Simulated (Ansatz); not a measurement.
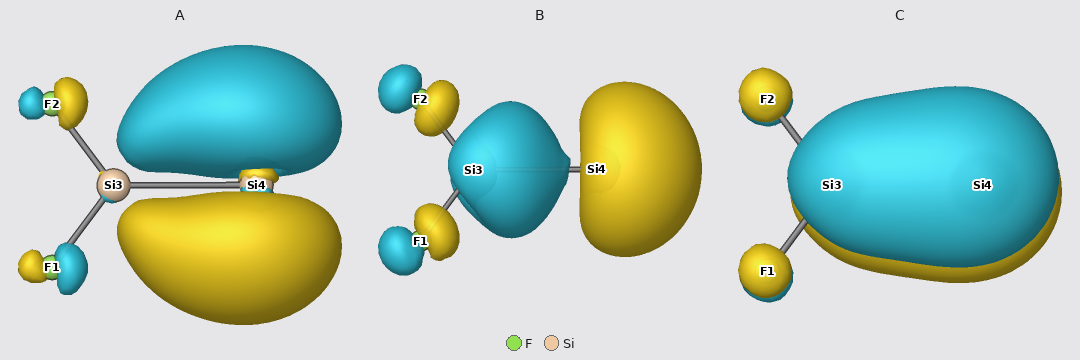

Figure. F2Si2 (SMILES F[Si](F)=[Si]). Three frontier orbitals at ±0.1 Å⁻³ᐟ² (yellow and cyan are the two phases), in no order.

Geometry: B3LYP-D3(BJ)/6-311G**.

All numbers below come from isolated molecule in a Gaussian basis; Kohn-Sham density functional theory, functional PBE0 (Ansatz).

The calculation's input:

```
crystal:
  periodic: [false, false, false]
  atoms:
    - {symbol: F, position_ang: [-1.667000, -1.307544, 3.654747]}
    - {symbol: F, position_ang: [0.310978, -0.036287, 2.570369]}
    - {symbol: Si, position_ang: [-0.226496, -1.507589, 2.956461]}
    - {symbol: Si, position_ang: [0.826137, -3.455997, 2.592283]}
basis:
  gaussian:
    orbitals: def2-TZVPD
hamiltonian:
  xc: {name: PBE0}
output: {forces: true, orbitals: {seedname: orbitals}}
```

Run with:

```sh
ansatz run input.yaml --threads 1 --pin off --max-ram 2610MiB --events-out events.jsonl --progress --plain --runs-dir runs
```

**Which picture is the HOMO−1, the HOMO and the LUMO?**

B is the HOMO−1 (−8.38 eV). Its weight (Hirshfeld) is mainly on Si4 (about 65 %) and Si3 (about 25 %); it is symmetric in the molecular plane (an in-plane orbital: σ, lone-pair or in-plane π type). C is the HOMO (−5.90 eV). It lies mainly on Si4 (about 60 %) and Si3 (about 35 %); it changes sign across the molecular plane (π type); π-bonding across Si3–Si4. A is the LUMO (−4.04 eV). It lies mainly on Si4 (about 80 %) and Si3 (about 20 %); it is symmetric in the molecular plane (an in-plane orbital: σ, lone-pair or in-plane π type).

**What is the HOMO–LUMO gap?**

1.86 eV between the orbital energies.
